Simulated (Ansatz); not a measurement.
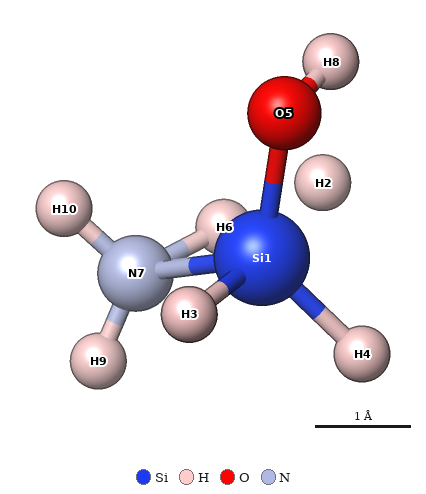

The starting structure (ball-and-stick view, seen at a tilt; atoms are numbered from 1 in the order of the input). Bond lengths as drawn: H–N 1.02 to 1.20 Å, H–O 0.97 Å, H–Si 1.49 to 1.51 Å, N–Si 1.89 Å and O–Si 1.66 Å.

# SiNH$_{7}$O: saddle-point search

System: SiNH$_{7}$O.
Method: RKS PBE0-D4/def2-TZVP (Ansatz 0.2.0).

The geometry is a guess of a transition state. The reaction was set up to form Si1–N7 and H2–H6 and to break Si1–H2 and H6–N7 (atoms counted from 1 in the order of the input); sticks are drawn by distance alone. Figures and captions count atoms from 1; the log counts them from 0 in places.

### What the program printed
```
Functional definition: PBE0
  name "PBE0"
  cite "Adamo & Barone, J. Chem. Phys. 110, 6158 (1999) doi:10.1063/1.478522"
  cite "Perdew, Burke & Ernzerhof, Phys. Rev. Lett. 77, 3865 (1996) doi:10.1103/PhysRevLett.77.3865"
  parent pbe
  parameter a = 0.25
  parameter kappa = 0.804
  parameter beta = 0.06672455060314922
  exchange = (1 - a)*pbe_x(kappa = kappa, mu = beta*pi^2/3) + a*exact_x
  correlation = pbe_c(beta = beta)
882 factors; their error is unknown
mean field evaluation 1: about -11514.6560 eV, gradient 6.9e1 eV
mean field evaluation 2: about -11503.3784 eV, gradient 1.0e2 eV
mean field evaluation 4: about -11522.4781 eV, gradient 5.9e0 eV
mean field evaluation 8: about -11522.5415 eV, gradient 2.9e-2 eV
mean field evaluation 16: about -11522.5749 eV, gradient 4.1e-5 eV
mean field -11522.57491758 eV, -423.4468179391 hartree, gradient 4.1e-5 eV, S^2 0.000000; 0 other end points of the search recorded, 0 dependent functions left out
the calculation of the forces begins
reference -11522.57494616 eV, -423.4468189897 hartree; 18, 18 occupied and 123, 123 virtual orbitals, 882 factors
these checks for a lower state are left out or cut short: stability, starts, cluster_reference, orbital_swaps, neighbouring_geometries, increment
882 factors; their error is unknown
mean field -11522.57551153 eV, -423.4468397665 hartree, gradient 1.3e-6 eV, S^2 0.000000; 0 other end points of the search recorded, 0 dependent functions left out
[... from here on the field's lines of each further geometry are left out, up to the last ...]
saddle step   1: F+E_penalty+E_count = -11522.71164092 eV  max|allowed force component| = 4.092e-1 eV/Å  curvature = -9.5186 eV/Å²  mode residual = 6.05e-1 eV/Å²  Δτ_max = 0.0000 Å  (1 rotations, 3 force calls, 69 SCF iters)  cluster: 3 rotations left out, max|force component along them| = 9.017e-8 eV/Å
saddle step   2: F+E_penalty+E_count = -11522.72237229 eV  max|allowed force component| = 2.106e-1 eV/Å  curvature = -9.2705 eV/Å²  mode residual = 3.24e-1 eV/Å²  Δτ_max = 0.0173 Å  (1 rotations, 3 force calls, 75 SCF iters)  cluster: 3 rotations left out, max|force component along them| = 5.944e-8 eV/Å
saddle step   3: F+E_penalty+E_count = -11522.72462824 eV  max|allowed force component| = 1.901e-1 eV/Å  curvature = -9.0769 eV/Å²  mode residual = 5.76e-1 eV/Å²  Δτ_max = 0.0180 Å  (1 rotations, 3 force calls, 75 SCF iters)  cluster: 3 rotations left out, max|force component along them| = 6.278e-8 eV/Å
saddle step   4: F+E_penalty+E_count = -11522.72526254 eV  max|allowed force component| = 5.252e-2 eV/Å  curvature = -9.0435 eV/Å²  mode residual = 2.25e-1 eV/Å²  Δτ_max = 0.0166 Å  (1 rotations, 3 force calls, 75 SCF iters)  cluster: 3 rotations left out, max|force component along them| = 6.106e-8 eV/Å
saddle step   5: F+E_penalty+E_count = -11522.72555802 eV  max|allowed force component| = 3.783e-2 eV/Å  curvature = -9.1046 eV/Å²  mode residual = 2.56e-1 eV/Å²  Δτ_max = 0.0042 Å  (1 rotations, 3 force calls, 77 SCF iters)  cluster: 3 rotations left out, max|force component along them| = 6.103e-8 eV/Å
saddle step   6: F+E_penalty+E_count = -11522.72564860 eV  max|allowed force component| = 2.473e-2 eV/Å  curvature = -9.1323 eV/Å²  mode residual = 1.39e-1 eV/Å²  Δτ_max = 0.0013 Å  (1 rotations, 3 force calls, 77 SCF iters)  cluster: 3 rotations left out, max|force component along them| = 6.111e-8 eV/Å
saddle step   7: F+E_penalty+E_count = -11522.72576633 eV  max|allowed force component| = 1.571e-2 eV/Å  curvature = -9.1916 eV/Å²  mode residual = 2.07e-1 eV/Å²  Δτ_max = 0.0037 Å  (1 rotations, 3 force calls, 75 SCF iters)  cluster: 3 rotations left out, max|force component along them| = 6.117e-8 eV/Å
saddle step   8: F+E_penalty+E_count = -11522.72580317 eV  max|allowed force component| = 9.541e-3 eV/Å  curvature = -9.2184 eV/Å²  mode residual = 1.59e-1 eV/Å²  Δτ_max = 0.0026 Å  (1 rotations, 7 force calls, 165 SCF iters)  cluster: 3 rotations left out, max|force component along them| = 6.124e-8 eV/Å
saddle step   9: F+E_penalty+E_count = -11522.72588251 eV  max|allowed force component| = 5.217e-3 eV/Å  curvature = -9.2227 eV/Å²  mode residual = 2.36e-1 eV/Å²  Δτ_max = 0.0098 Å  (1 rotations, 9 force calls, 209 SCF iters)  cluster: 3 rotations left out, max|force component along them| = 6.144e-8 eV/Å
the calculation of the forces begins
reference -11522.58911357 eV, -423.4473396323 hartree; 18, 18 occupied and 123, 123 virtual orbitals, 882 factors
882 factors; their error is unknown
mean field -11522.58890472 eV, -423.4473319570 hartree, gradient 7.9e-5 eV, S^2 0.000000; 1 other end points of the search recorded, 0 dependent functions left out
the calculation of the forces begins
reference -11522.58893319 eV, -423.4473330034 hartree; 18, 18 occupied and 123, 123 virtual orbitals, 882 factors
saddle step  10: F+E_penalty+E_count = -11522.72589089 eV  max|allowed force component| = 1.015e-3 eV/Å  curvature = -9.0228 eV/Å² (error put at 0.0070; -9.0296 at half of saddle.amplitude)  mode residual = 1.21e-1 eV/Å²  Δτ_max = 0.0030 Å  (1 rotations, 8 force calls, 186 SCF iters)  cluster: 3 rotations left out, max|force component along them| = 6.169e-8 eV/Å
```

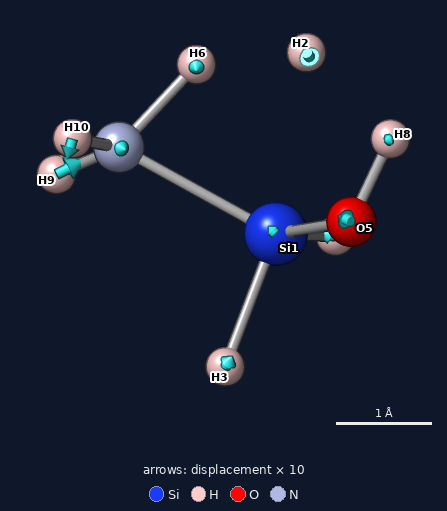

The starting structure with the displacements as teal arrows, magnified 10 times (ball-and-stick view, seen at a tilt). The two geometries are laid on each other by the best rigid fit. The atom that moves furthest after the best rigid fit is H9 (0.035 Å). Largest moves by element: H 0.035 Å, O 0.023 Å, N 0.015 Å, Si 0.012 Å. Among the contacts that change: Si1–N7 1.890 → 1.870 Å, Si1–O5 1.665 → 1.646 Å, H6–N7 1.199 → 1.191 Å, Si1–H3 1.505 → 1.498 Å. (Atoms are counted from 1 in the order of the input.)

```
Total energy: -11522.72591936 eV, -423.4523671523 hartree
Atom 0 at    -0.458993     0.502349     0.294407 Å, force     0.001015    -0.000547     0.000599 eV/Å
Atom 1 at     0.527029    -0.933952     1.109962 Å, force    -0.000416     0.000044    -0.000211 eV/Å
Atom 2 at    -1.129090     1.527690    -0.568180 Å, force    -0.000252     0.000487    -0.000330 eV/Å
Atom 3 at    -1.581726    -0.091656     1.057350 Å, force    -0.000315    -0.000251     0.000126 eV/Å
Atom 4 at     0.733024     1.465831     0.895685 Å, force     0.000102     0.000118    -0.000055 eV/Å
Atom 5 at     0.431745    -1.220138    -0.027900 Å, force    -0.000147     0.000167     0.000464 eV/Å
Atom 6 at     0.044557    -0.713765    -1.034111 Å, force     0.000144    -0.000170    -0.000305 eV/Å
Atom 7 at     1.303744     0.980074     1.498467 Å, force    -0.000038     0.000101     0.000026 eV/Å
Atom 8 at    -0.683091    -1.121939    -1.611595 Å, force     0.000185    -0.000126     0.000016 eV/Å
Atom 9 at     0.812702    -0.394494    -1.614086 Å, force    -0.000279     0.000177    -0.000329 eV/Å
Dipole moment:     0.084431    -0.406499    -0.556192 e Å
```

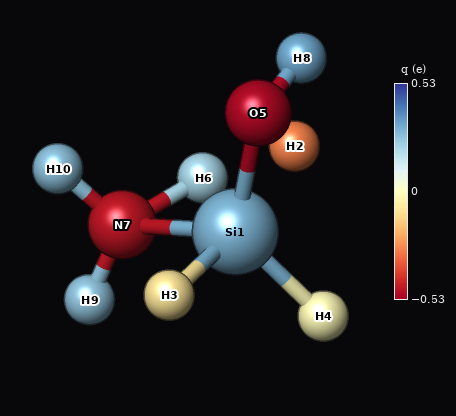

Mulliken charges, as the colour of each atom (ball-and-stick view, seen at a tilt; atoms are numbered from 1 in the order of the input). By element: Si +0.29, H −0.28 to +0.32, O −0.50 and N −0.48 e.

The run was set up as follows.

### The input
```yaml
crystal:
  periodic: [false, false, false]
  atoms:
    - {symbol: Si, position_ang: [-0.464827, 0.511428, 0.300233]}
    - {symbol: H, position_ang: [0.553270, -0.931384, 1.101912]}
    - {symbol: H, position_ang: [-1.143714, 1.528955, -0.577363]}
    - {symbol: H, position_ang: [-1.587487, -0.086874, 1.074068]}
    - {symbol: O, position_ang: [0.742034, 1.485083, 0.905596]}
    - {symbol: H, position_ang: [0.425228, -1.232802, -0.024467]}
    - {symbol: N, position_ang: [0.035929, -0.725464, -1.038458]}
    - {symbol: H, position_ang: [1.301175, 0.976811, 1.506645]}
    - {symbol: H, position_ang: [-0.687897, -1.115994, -1.645651]}
    - {symbol: H, position_ang: [0.826190, -0.409760, -1.602514]}
basis:
  gaussian: {orbitals: def2-TZVP}
hamiltonian: {xc: pbe0, dispersion: d4}
saddle:
  f_tol: 0.01
  max_steps: 50
  order_check: false
  mode_guess:
    - [-0.1034, 0.0707, -0.3047]
    - [0.1273, -0.3451, -0.1724]
    - [-0.0997, 0.1254, -0.0482]
    - [0.1267, -0.0187, -0.0109]
    - [-0.0480, -0.1514, -0.0517]
    - [0.1337, 0.1290, 0.7615]
    - [-0.0705, 0.1134, -0.0663]
    - [-0.0071, -0.0346, 0.0003]
    - [-0.0386, 0.0867, -0.0671]
    - [-0.0205, 0.0246, -0.0405]
```

### Results in brief

```tsv
quantity	value
outcome	converged
total energy	−11522.7259 eV
mean-field energy	−11522.5889 eV
dispersion energy	−0.1370 eV
largest force (length of the vector) at the end	0.001 eV/Å
dipole moment	3.33 D
hardware	2 CPU threads, shared host
wall time	70 s (CPU time 2.2 min)
peak memory	0.3 GiB
```

### Notes

The order of the saddle point was not checked.
